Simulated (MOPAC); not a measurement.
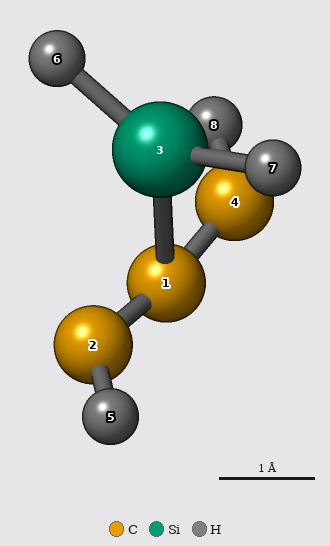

**Figure 1.** The input geometry (ball-and-stick view, seen at an oblique angle; atoms are numbered from 1 in the order of the input). Bond lengths as drawn: C–C 1.23 to 1.33 Å, C–H 1.09 to 1.10 Å, C–Si 2.09 Å and H–Si 1.45 to 1.54 Å.

# Geometry relaxation, with input and output: C3H4Si (part 1 of 2)

- system: C3H4Si
- method: PM7, closed shell, dispersion built in, COSMO solvent dmso (MOPAC 23.2.5)

The geometry: force field.

### Input (input.mop)
```
GRADIENTS CYCLES=300 EPS=46.8 GNORM=0.05 EF PM7 AUX(PRECISION=6) THREADS=1
job C3H4Si

C -0.387800 1 0.435100 1 0.841900 1
C -0.526900 1 1.419900 1 -0.035800 1
Si 0.390900 1 -0.493800 1 -0.856000 1
C -0.101900 1 -0.648700 1 1.354400 1
H 0.069900 1 2.293300 1 -0.305200 1
H -0.572400 1 -1.209600 1 -1.669400 1
H 1.920300 1 -0.300800 1 -0.934200 1
H -0.699900 1 -1.552400 1 1.548400 1
```

Machine: 1 thread of Arm Neoverse N1, 98 GiB of memory available, shared host.

Launch command:
```bash
mopac input.mop
```

### Log
```
MOPAC v23.2.5
PM7 CALCULATION RESULTS

 *  PM7        - The PM7 Hamiltonian to be used
 *  EPS=46.8   - USE COSMO IMPLICIT SOLVATION MODEL
 *  EF         - USE EF ROUTINE FOR MINIMUM SEARCH
 *  THREADS=1  - MULTI-THREADING NOT USED
 *  CYCLES=    - DO A MAXIMUM OF 300 STEPS
 *  GNORM      - EXIT WHEN GRADIENT NORM DROPS BELOW 0.050
 *  AUX        - OUTPUT AUXILIARY INFORMATION
 *  GRADIENTS  - ALL GRADIENTS TO BE PRINTED
GRADIENTS CYCLES=300 EPS=46.8 GNORM=0.05 EF PM7 AUX(PRECISION=6) THREADS=1
 job C3H4Si

   ATOM   CHEMICAL          X               Y               Z
  NUMBER   SYMBOL      (ANGSTROMS)     (ANGSTROMS)     (ANGSTROMS)

     1       C         -0.38780000  *   0.43510000  *   0.84190000  *
     2       C         -0.52690000  *   1.41990000  *  -0.03580000  *
     3      Si          0.39090000  *  -0.49380000  *  -0.85600000  *
     4       C         -0.10190000  *  -0.64870000  *   1.35440000  *
     5       H          0.06990000  *   2.29330000  *  -0.30520000  *
     6       H         -0.57240000  *  -1.20960000  *  -1.66940000  *
     7       H          1.92030000  *  -0.30080000  *  -0.93420000  *
     8       H         -0.69990000  *  -1.55240000  *   1.54840000  *

          CARTESIAN COORDINATES

    NO.       ATOM           X           Y           Z

     1         C         -0.3878      0.4351      0.8419
     2         C         -0.5269      1.4199     -0.0358
     3        Si          0.3909     -0.4938     -0.8560
     4         C         -0.1019     -0.6487      1.3544
     5         H          0.0699      2.2933     -0.3052
     6         H         -0.5724     -1.2096     -1.6694
     7         H          1.9203     -0.3008     -0.9342
     8         H         -0.6999     -1.5524      1.5484

           Empirical Formula: C3 H4 Si  =     8 atoms

      MOLECULAR POINT GROUP   :   C2

      RHF CALCULATION, NO. OF DOUBLY OCCUPIED LEVELS = 10

          Geometry optimization using EF

          DIAGONAL MATRIX USED AS START HESSIAN
```

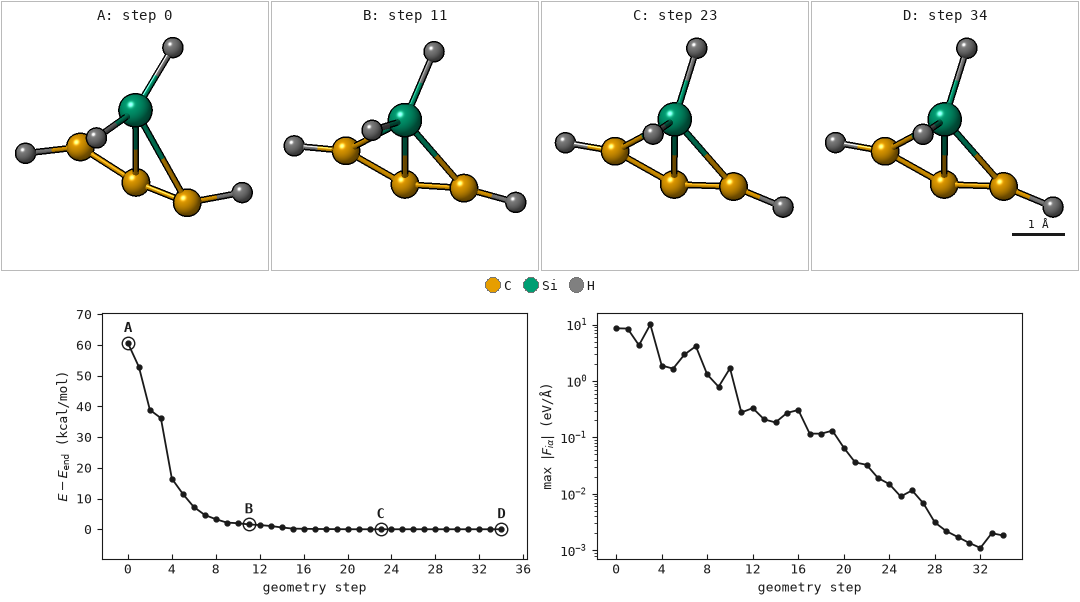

**Figure 2.** Frames of the relaxation (ball-and-stick view, seen at a tilt) above the curves, on which the letters mark them (steps are counted from 0).

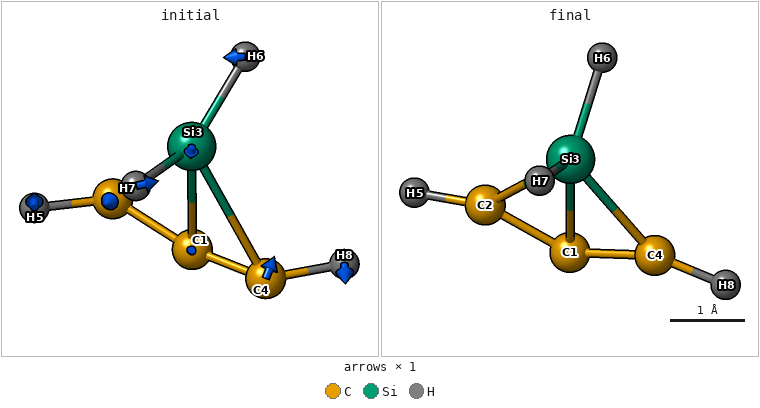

**Figure 3.** Before (left) and after (right) the relaxation, at one scale (ball-and-stick view, seen at a tilt). The blue arrows give the displacements, at true length. The largest moves after the best rigid fit, 0.34 Å, are those of C4 and H8. Largest moves by element: C 0.34 Å, H 0.34 Å, Si 0.23 Å. Among the contacts that change: C2–Si3 2.275 → 1.937 Å, Si3–C4 2.270 → 1.938 Å, C1–Si3 2.086 → 1.957 Å, C1–C4 1.232 → 1.324 Å. Among the angles that change: Si3–C4–H8 110.2° → 139.6°, H6–Si3–H7 133.8° → 109.0°, C2–C1–C4 162.2° → 138.7°. Over 34 geometry steps the energy falls by 60.6 kcal/mol. Largest force component: 8.6 eV/Å at the start, 0.0018 eV/Å at the end. (Atoms are counted from 1 in the order of the input.)

```
 CYCLE:     1 TIME:   0.008 TIME LEFT:  2.00D  GRAD.:   308.923 HEAT:  154.7536
 CYCLE:     2 TIME:   0.016 TIME LEFT:  2.00D  GRAD.:   328.018 HEAT:  146.9932
 CYCLE:     3 TIME:   0.008 TIME LEFT:  2.00D  GRAD.:   191.744 HEAT:  132.9920
 CYCLE:     4 TIME:   0.008 TIME LEFT:  2.00D  GRAD.:   340.929 HEAT:  130.3363
 CYCLE:     5 TIME:   0.008 TIME LEFT:  2.00D  GRAD.:    85.947 HEAT:  110.6204
 CYCLE:     6 TIME:   0.008 TIME LEFT:  2.00D  GRAD.:    88.282 HEAT:  105.6443
 CYCLE:     7 TIME:   0.000 TIME LEFT:  2.00D  GRAD.:   126.866 HEAT:  101.3771
 CYCLE:     8 TIME:   0.008 TIME LEFT:  2.00D  GRAD.:   126.345 HEAT:  98.77725
 CYCLE:     9 TIME:   0.008 TIME LEFT:  2.00D  GRAD.:    65.846 HEAT:  97.40849
 CYCLE:    10 TIME:   0.008 TIME LEFT:  2.00D  GRAD.:    37.767 HEAT:  96.30125
 CYCLE:    11 TIME:   0.016 TIME LEFT:  2.00D  GRAD.:    74.687 HEAT:  96.08981
 CYCLE:    12 TIME:   0.000 TIME LEFT:  2.00D  GRAD.:    16.306 HEAT:  95.71204
 CYCLE:    13 TIME:   0.008 TIME LEFT:  2.00D  GRAD.:    14.504 HEAT:  95.49844
 CYCLE:    14 TIME:   0.008 TIME LEFT:  2.00D  GRAD.:    10.230 HEAT:  95.18548
 CYCLE:    15 TIME:   0.000 TIME LEFT:  2.00D  GRAD.:     9.943 HEAT:  94.71404
 CYCLE:    16 TIME:   0.008 TIME LEFT:  2.00D  GRAD.:    10.714 HEAT:  94.33675
 CYCLE:    17 TIME:   0.008 TIME LEFT:  2.00D  GRAD.:    13.085 HEAT:  94.27377
 CYCLE:    18 TIME:   0.008 TIME LEFT:  2.00D  GRAD.:     4.959 HEAT:  94.22350
 CYCLE:    19 TIME:   0.000 TIME LEFT:  2.00D  GRAD.:     5.410 HEAT:  94.18413
 CYCLE:    20 TIME:   0.008 TIME LEFT:  2.00D  GRAD.:     5.116 HEAT:  94.15768
 CYCLE:    21 TIME:   0.008 TIME LEFT:  2.00D  GRAD.:     2.979 HEAT:  94.13082
 CYCLE:    22 TIME:   0.000 TIME LEFT:  2.00D  GRAD.:     1.864 HEAT:  94.12482
 CYCLE:    23 TIME:   0.008 TIME LEFT:  2.00D  GRAD.:     1.356 HEAT:  94.12206
 CYCLE:    24 TIME:   0.008 TIME LEFT:  2.00D  GRAD.:     1.040 HEAT:  94.11350
 CYCLE:    25 TIME:   0.008 TIME LEFT:  2.00D  GRAD.:     0.795 HEAT:  94.11759
 CYCLE:    26 TIME:   0.000 TIME LEFT:  2.00D  GRAD.:     0.553 HEAT:  94.12519
 CYCLE:    27 TIME:   0.008 TIME LEFT:  2.00D  GRAD.:     0.444 HEAT:  94.12481
 CYCLE:    28 TIME:   0.008 TIME LEFT:  2.00D  GRAD.:     0.283 HEAT:  94.12463
 CYCLE:    29 TIME:   0.000 TIME LEFT:  2.00D  GRAD.:     0.155 HEAT:  94.12464
 CYCLE:    30 TIME:   0.008 TIME LEFT:  2.00D  GRAD.:     0.103 HEAT:  94.12463
 CYCLE:    31 TIME:   0.008 TIME LEFT:  2.00D  GRAD.:     0.089 HEAT:  94.12462
 CYCLE:    32 TIME:   0.000 TIME LEFT:  2.00D  GRAD.:     0.082 HEAT:  94.12456
 CYCLE:    33 TIME:   0.008 TIME LEFT:  2.00D  GRAD.:     0.071 HEAT:  94.12456
 CYCLE:    34 TIME:   0.008 TIME LEFT:  2.00D  GRAD.:     0.084 HEAT:  94.12401
 CYCLE:    35 TIME:   0.008 TIME LEFT:  2.00D  GRAD.:     0.073 HEAT:  94.12407

 HEAT OF FORMATION IS ESSENTIALLY STATIONARY

 -------------------------------------------------------------------------------
 GRADIENTS CYCLES=300 EPS=46.8 GNORM=0.05 EF PM7 AUX(PRECISION=6) THREADS=1
 job C3H4Si

     GEOMETRY OPTIMISED USING EIGENVECTOR FOLLOWING (EF).
     SCF FIELD WAS ACHIEVED

                              PM7 CALCULATION

          FINAL HEAT OF FORMATION =         94.12407 KCAL/MOL =     393.81510 KJ/MOL
          VAN DER WAALS AREA      =        111.93 SQUARE ANGSTROMS

          DIELECTRIC ENERGY       =         -0.08010 EV
          COSMO AREA              =        111.93 SQUARE ANGSTROMS
          COSMO VOLUME            =        102.16 CUBIC ANGSTROMS

          GRADIENT NORM           =          0.07295          =       0.02579 PER ATOM
          IONIZATION POTENTIAL    =          8.875580 EV
          HOMO LUMO ENERGIES (EV) =         -8.876 -0.433
          NO. OF FILLED LEVELS    =         10
          MOLECULAR WEIGHT        =         68.1501         POINT GROUP:  C2v

          MOLECULAR DIMENSIONS (Angstroms)

            Atom       Atom       Distance
            H     8    H     5     4.54650
            C     1    H     7     3.04273
            C     1    H     6     2.18085

          SCF CALCULATIONS        =         40

          WALL-CLOCK TIME         =      0.234 SECONDS
          COMPUTATION TIME        =      0.234 SECONDS

       FINAL  POINT  AND  DERIVATIVES

   PARAMETER     ATOM    TYPE            VALUE        GRADIENT
      1          1  C    CARTESIAN X    -0.430022     -0.015224  KCAL/ANGSTROM
      2          1  C    CARTESIAN Y     0.500265      0.003622  KCAL/ANGSTROM
      3          1  C    CARTESIAN Z     0.883147     -0.007552  KCAL/ANGSTROM
      4          2  C    CARTESIAN X    -0.269731     -0.015867  KCAL/ANGSTROM
      5          2  C    CARTESIAN Y     1.356137     -0.005024  KCAL/ANGSTROM
      6          2  C    CARTESIAN Z    -0.114437      0.035028  KCAL/ANGSTROM
      7          3 Si    CARTESIAN X     0.334769      0.012317  KCAL/ANGSTROM
      8          3 Si    CARTESIAN Y    -0.395495      0.042321  KCAL/ANGSTROM
      9          3 Si    CARTESIAN Z    -0.679937     -0.007999  KCAL/ANGSTROM
     10          4  C    CARTESIAN X    -0.223774     -0.008588  KCAL/ANGSTROM
     11          4  C    CARTESIAN Y    -0.783312     -0.025864  KCAL/ANGSTROM
     12          4  C    CARTESIAN Z     1.134689     -0.011887  KCAL/ANGSTROM
     13          5  H    CARTESIAN X    -0.359005      0.004524  KCAL/ANGSTROM
     14          5  H    CARTESIAN Y     2.331832     -0.008461  KCAL/ANGSTROM
     15          5  H    CARTESIAN Z    -0.491723      0.010040  KCAL/ANGSTROM
     16          6  H    CARTESIAN X    -0.425861      0.001983  KCAL/ANGSTROM
     17          6  H    CARTESIAN Y    -1.033595     -0.001263  KCAL/ANGSTROM
     18          6  H    CARTESIAN Z    -1.742768     -0.003593  KCAL/ANGSTROM
     19          7  H    CARTESIAN X     1.754521      0.007973  KCAL/ANGSTROM
     20          7  H    CARTESIAN Y    -0.531988      0.003127  KCAL/ANGSTROM
     21          7  H    CARTESIAN Z    -0.966300     -0.005636  KCAL/ANGSTROM
     22          8  H    CARTESIAN X    -0.276752      0.012883  KCAL/ANGSTROM
     23          8  H    CARTESIAN Y    -1.594824     -0.008461  KCAL/ANGSTROM
     24          8  H    CARTESIAN Z     1.798530     -0.008401  KCAL/ANGSTROM

   ATOM   CHEMICAL          X               Y               Z
  NUMBER   SYMBOL      (ANGSTROMS)     (ANGSTROMS)     (ANGSTROMS)

     1       C         -0.43002152  *   0.50026521  *   0.88314660  *
     2       C         -0.26973102  *   1.35613659  *  -0.11443715  *
     3      Si          0.33476914  *  -0.39549547  *  -0.67993667  *
     4       C         -0.22377358  *  -0.78331220  *   1.13468901  *
     5       H         -0.35900511  *   2.33183225  *  -0.49172295  *
     6       H         -0.42586064  *  -1.03359475  *  -1.74276848  *
     7       H          1.75452095  *  -0.53198759  *  -0.96630027  *
     8       H         -0.27675199  *  -1.59482350  *   1.79852978  *

                             CARTESIAN COORDINATES

   1    C       -0.430021524     0.500265214     0.883146603
   2    C       -0.269731024     1.356136592    -0.114437147
   3   Si        0.334769137    -0.395495471    -0.679936672
   4    C       -0.223773582    -0.783312200     1.134689013
   5    H       -0.359005114     2.331832247    -0.491722950
   6    H       -0.425860644    -1.033594748    -1.742768483
   7    H        1.754520951    -0.531987591    -0.966300267
   8    H       -0.276751993    -1.594823502     1.798529776

           Empirical Formula: C3 H4 Si  =     8 atoms

      MOLECULAR POINT GROUP   :   C2v

                  EIGENVALUES
 -31.25527 -23.52090 -18.25484 -16.94228 -15.46464 -14.34222 -13.99150 -12.42929
 -11.71122  -8.87558  -0.43251  -0.39150   0.69527   1.14013   2.13432   4.07042
   5.10290   6.37107   6.38537   6.95915  20.23091  20.55365  20.83820  20.89940
  21.17017

              NET ATOMIC CHARGES AND DIPOLE CONTRIBUTIONS

  ATOM NO.   TYPE          CHARGE      No. of ELECS.   s-Pop       p-Pop       d-Pop
    1          C           0.408872        3.5911     1.16718     2.42395
    2          C          -0.598535        4.5985     1.07700     3.52153
    3         Si           0.142099        3.8579     0.83046     2.84273     0.18471
    4          C          -0.598948        4.5989     1.07692     3.52203
    5          H           0.222623        0.7774     0.77738
    6          H           0.100241        0.8998     0.89976
    7          H           0.101267        0.8987     0.89873
    8          H           0.222380        0.7776     0.77762
 DIPOLE           X         Y         Z       TOTAL
 POINT-CHG.     0.772    -0.899    -1.579     1.974
 HYBRID        -0.405     0.464     0.813     1.019
 SUM            0.367    -0.435    -0.766     0.955

          ATOMIC ORBITAL ELECTRON POPULATIONS

     Atom    s        px        py        pz      x^2-y^2     xz        z^2       yz        xy
    1  C   1.16718   0.82813   0.87908   0.71674
    2  C   1.07700   1.43883   1.07823   1.00447
    3 Si   0.83046   1.09477   0.89917   0.84879   0.03754   0.03950   0.04393   0.03808   0.02566
    4  C   1.07692   1.43887   1.02476   1.05841
    5  H   0.77738
    6  H   0.89976
    7  H   0.89873
    8  H   0.77762

 *                    *
 * JOB ENDED NORMALLY *
 *                    *

 TOTAL JOB TIME:             0.23 SECONDS

 == MOPAC DONE ==
```

### Trajectory as extended XYZ (Å, eV, eV/Å), 35 frames, from step=0 to step=34
```
8
Properties=species:S:1:pos:R:3:forces:R:3 step=0 energy=6.71075
C    -0.3878    0.4351    0.8419   -1.1815   7.7293  -4.2901
C    -0.5269    1.4199   -0.0358    2.1349  -0.9139  -0.8483
Si    0.3909   -0.4938   -0.8560    0.2266   2.0092   2.7387
C    -0.1019   -0.6487    1.3544    0.1828  -8.5674   1.4224
H     0.0699    2.2933   -0.3052   -1.0343  -0.0969   0.2318
H    -0.5724   -1.2096   -1.6694    0.3947   0.0406  -0.0181
H     1.9203   -0.3008   -0.9342   -1.7832  -0.3572  -0.2175
H    -0.6999   -1.5524    1.5484    1.0599   0.1563   0.9812
8
Properties=species:S:1:pos:R:3:forces:R:3 step=1 energy=6.37423
C    -0.3937    0.4915    0.8068    1.1040  -8.4864   5.8131
C    -0.5190    1.4095   -0.0434    1.9193   5.1860  -5.7944
Si    0.3859   -0.4815   -0.8375   -0.0321   1.4643   2.7519
C    -0.0930   -0.7124    1.3671   -0.6854   2.0804  -3.2924
H     0.0604    2.2920   -0.3051   -1.2642   0.3217  -0.2093
H    -0.5717   -1.2113   -1.6681    0.5331   0.1646   0.1014
H     1.9073   -0.3025   -0.9399   -1.6527  -0.3329  -0.1931
H    -0.6897   -1.5516    1.5585    0.0781  -0.3978   0.8229
8
Properties=species:S:1:pos:R:3:forces:R:3 step=2 energy=5.76708
C    -0.3913    0.4679    0.8323    0.5623  -0.5773  -1.3801
C    -0.5060    1.4386   -0.1020    2.0637  -4.2962   1.8970
Si    0.3763   -0.4626   -0.8035   -0.4162   1.4004   2.3666
C    -0.0862   -0.7451    1.3463   -1.0219   3.2801  -3.7885
H     0.0440    2.2931   -0.3080   -0.4886   1.0642  -0.2903
H    -0.5695   -1.2123   -1.6655    0.7253   0.3376   0.2999
H     1.8867   -0.3056   -0.9494   -1.4685  -0.2950  -0.1478
H    -0.6800   -1.5545    1.5746    0.0439  -0.9138   1.0433
8
Properties=species:S:1:pos:R:3:forces:R:3 step=3 energy=5.65191
C    -0.3806    0.4324    0.8222   -2.2119  10.0248  -3.5428
C    -0.4780    1.3976   -0.1039    1.8841  -2.1827   0.4505
Si    0.3594   -0.4375   -0.7444   -0.0785   0.5005   0.3211
C    -0.0893   -0.7059    1.2630    0.4292  -9.1337   1.7135
H     0.0260    2.3087   -0.3189   -0.7340   0.3183  -0.0039
H    -0.5620   -1.2101   -1.6565    0.9113   0.5246   0.5340
H     1.8557   -0.3129   -0.9603   -1.2542  -0.2510  -0.0903
H    -0.6724   -1.5690    1.6051    1.0541   0.1992   0.6178
8
Properties=species:S:1:pos:R:3:forces:R:3 step=4 energy=4.79695
C    -0.3897    0.4823    0.8419   -0.1602  -0.7834   0.9528
C    -0.4527    1.3649   -0.1422    1.8797  -0.0662  -0.0852
Si    0.3474   -0.4136   -0.6982   -0.0188  -0.3475  -0.3301
C    -0.0818   -0.7627    1.2018   -1.5683   0.5591  -1.0990
H     0.0073    2.3249   -0.3306   -0.9173  -0.0192  -0.1717
H    -0.5500   -1.2016   -1.6355    0.9203   0.5964   0.5686
H     1.8282   -0.3174   -0.9742   -1.0749  -0.2015  -0.0410
H    -0.6571   -1.5778    1.6409    0.9395   0.2623   0.2057
8
Properties=species:S:1:pos:R:3:forces:R:3 step=5 energy=4.58117
C    -0.4084    0.5153    0.9097    0.3654  -1.0310  -1.4961
C    -0.4053    1.3178   -0.1642    1.4051   0.2505   1.3670
Si    0.3482   -0.4002   -0.6917   -0.1766   0.1844   0.5955
C    -0.1058   -0.7822    1.1161   -1.6536   1.1397   0.6066
H    -0.0425    2.3339   -0.3645   -0.8292  -0.6001  -0.1087
H    -0.5130   -1.1758   -1.5478    0.1109  -0.0894  -0.4193
H     1.7775   -0.3165   -0.9747   -0.1835  -0.1558  -0.1834
H    -0.6136   -1.5687    1.6910    0.9616   0.3018  -0.3617
8
Properties=species:S:1:pos:R:3:forces:R:3 step=6 energy=4.39613
C    -0.4140    0.4856    0.8679   -0.2192  -2.3864   2.9477
C    -0.3627    1.3265   -0.1420    0.8864   2.4345  -2.3435
Si    0.3443   -0.3846   -0.6786    0.2115  -0.2847   0.0603
C    -0.1344   -0.7879    1.1332   -0.7041   1.1472  -0.0943
H    -0.0944    2.3137   -0.4059   -0.4855   0.2264  -0.1168
H    -0.4884   -1.1658   -1.5267   -0.1710  -0.2704  -0.6786
H     1.7447   -0.3143   -1.0163    0.1834  -0.1584  -0.1527
H    -0.5622   -1.5513    1.6927    0.2986  -0.7082   0.3778
8
Properties=species:S:1:pos:R:3:forces:R:3 step=7 energy=4.28339
C    -0.4302    0.4734    0.8786   -0.5698   4.1234  -1.3588
C    -0.3167    1.3295   -0.1452    0.1723  -0.9211   1.2018
Si    0.3460   -0.3729   -0.6720   -0.3623  -0.6653  -0.5843
C    -0.1645   -0.7863    1.1504    0.1329  -2.4965   0.6455
H    -0.1464    2.3120   -0.4428   -0.2860   0.4197  -0.0781
H    -0.4726   -1.1722   -1.5953    0.2519   0.2243  -0.0099
H     1.7227   -0.3148   -1.0717    0.3722  -0.1907  -0.0539
H    -0.5116   -1.5781    1.7332    0.2888  -0.4938   0.2377
```
